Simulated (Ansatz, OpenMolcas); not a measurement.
# C5H8O2 (acetylacetone (keto form)): a line through the functionals

C5H8O2 has 15 atoms, charge 0, and is taken as a singlet. As SMILES, `CC(=O)CC(C)=O`. Geometry: relaxed at PBE0-D4/def2-TZVP. This is one conformer, not always the lowest.

The vertical ionisation energy (to the doublet cation) y, in eV, basis 6-31G(d); a is the functional's share of exact exchange. Programs: Ansatz 0.2.0, OpenMolcas 26.06.

| functional | program | a | y (eV) |
| --- | --- | --- | --- |
| PBE | Ansatz | 0 | 8.59 |
| TPSS | OpenMolcas | 0 | 8.61 |
| B3LYP | Ansatz | 0.2 | 9.10 |
| PBE0 | Ansatz | 0.25 | ? |
| BHLYP | Ansatz | 0.5 | 9.54 |

Problem. Fit y = c + s·a to the known rows and predict PBE0.

Solution. 
1. Means of the 4 rows: a = 0.1750, y = 8.960.
2. Σ(Δa)² = 0.1675, Σ(Δa·Δy) = 0.318, so the slope is 0.318/0.1675 = 1.8985.
3. Intercept: 8.960 − (1.8985) × 0.1750 = 8.628. The largest residual of the fit is 0.092.
4. PBE0: 8.628 + (1.8985) × 0.25 = 9.10 eV.

The run gave 9.17 eV, so the prediction is off by -0.07 eV, within the largest residual.

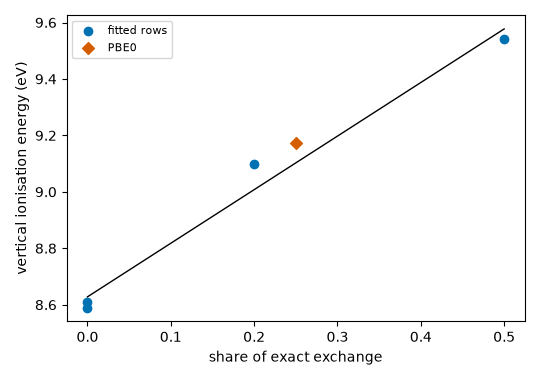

The fitted line, with the withheld row.
